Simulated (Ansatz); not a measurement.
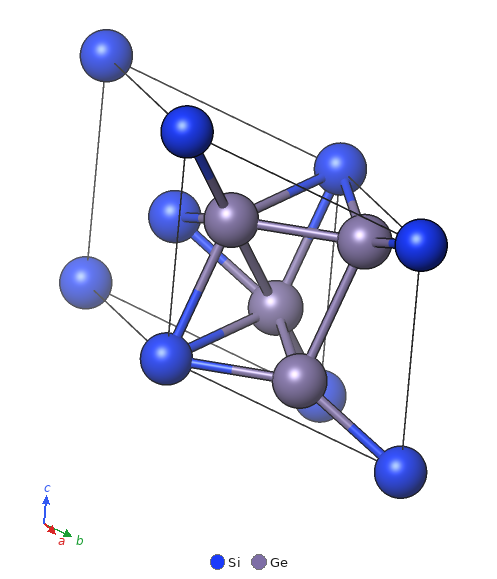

We look at a ball-and-stick model of the crystal slightly off an axis. Lines trace the edges of the simulation cell.

```
CELL_PARAMETERS angstrom
0.00000 2.50781 4.28471
0.00000 -2.50781 4.28471
4.41933 2.50781 0.00000
ATOMIC_POSITIONS crystal
Si 0.00000 0.00000 0.00000
Si 0.25000 0.25000 0.50000
Ge 0.66700 0.33300 0.66600
Ge 0.33300 0.66700 0.33400
Ge 0.58300 0.91700 0.83400
Ge 0.91700 0.58300 0.16600
```

The calculation: DFT, PAW plane waves, r2SCAN in Ansatz, with plane waves up to 500 eV, k-grid 8×8×8, Fermi-Dirac smearing of 0.035 eV, no spin polarisation. The pressure of the cell is 12 GPa.

> Give the Bader charge of each element.

Si +0.05 e; Ge -0.02 e. Little charge moves, as in a metallic or covalent solid.

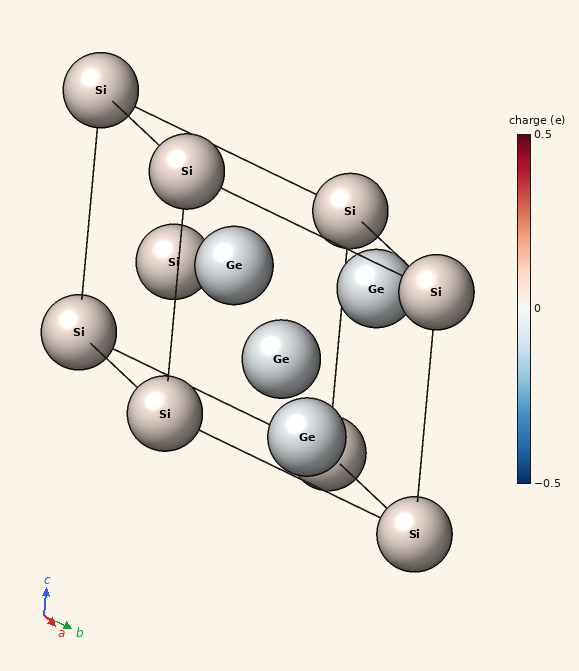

The atoms coloured by those charges.

What is drawn is a generated cell, made by putting these elements into a known structure type (the compound may or may not exist in this form); it hasn't been relaxed. It went into a calculation with Ansatz.

At this level of theory the cell isn't at rest (compressed, at 12 GPa), so its distances can differ from those at equilibrium, the more so the softer the solid.
